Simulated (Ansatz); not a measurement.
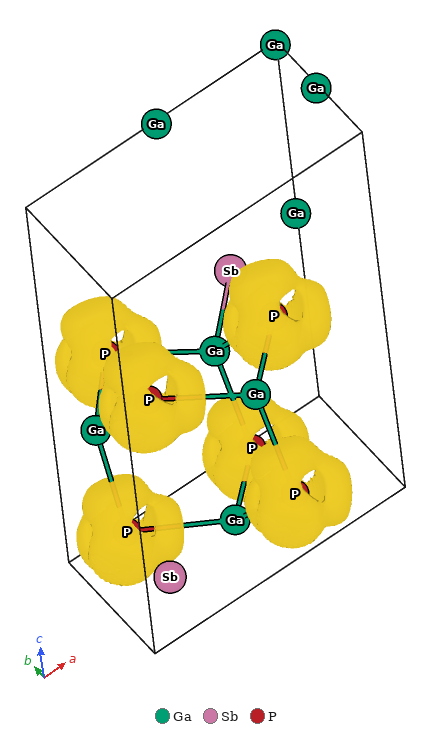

The picture shows: Ga4SbP3. Isosurface of the electron localisation function at 0.75 (yellow), seen slightly off an axis. Only the valence region is drawn (cores and ρ < 0.01 e/Å³ removed). Sticks mark near contacts.

Space group P-43m; a generated structure, not necessarily the stable one.

These are results of Ansatz, DFT PBEsol, spin-orbit coupling, plane waves, PAW, not measurements.

Core electrons are frozen (PAW), and the valence fields are smoothed inside the atomic spheres.

```yaml
crystal:
  lattice:
    - [0.00000, 5.60733, 5.60733]
    - [5.60733, 0.00000, 5.60733]
    - [5.60733, 5.60733, 0.00000]
  atoms:
    - { symbol: Ga, position: [0.99376, 0.99376, 0.99376] }
    - { symbol: Ga, position: [0.99376, 0.99376, 0.51872] }
    - { symbol: Ga, position: [0.99376, 0.51872, 0.99376] }
    - { symbol: Ga, position: [0.01872, 0.49376, 0.49376] }
    - { symbol: Ga, position: [0.51872, 0.99376, 0.99376] }
    - { symbol: Ga, position: [0.49376, 0.01872, 0.49376] }
    - { symbol: Ga, position: [0.49376, 0.49376, 0.01872] }
    - { symbol: Ga, position: [0.49376, 0.49376, 0.49376] }
    - { symbol: Sb, position: [0.12500, 0.12500, 0.12500] }
    - { symbol: P, position: [0.12500, 0.12500, 0.62500] }
    - { symbol: P, position: [0.12500, 0.62500, 0.12500] }
    - { symbol: P, position: [0.12500, 0.62500, 0.62500] }
    - { symbol: P, position: [0.62500, 0.12500, 0.12500] }
    - { symbol: P, position: [0.62500, 0.12500, 0.62500] }
    - { symbol: P, position: [0.62500, 0.62500, 0.12500] }
    - { symbol: Sb, position: [0.62500, 0.62500, 0.62500] }
```

> Identify the bonds, lone pairs and shells in this picture.

The ELF exceeds this value in six regions on P in which the atom's valence shell and bonds are merged, counted in one cell of 16 atoms. Any copies at cell faces, edges or corners count once. Along the contacts the grid gives the following. Ga–P (2.39 Å): the ELF peaks at about 0.90 in the valence shell of P, 0.9 Å from its nucleus, and is about 0.75 at the midpoint. Ga–Sb (2.55 Å): the ELF peaks at about 0.70 between the atoms.
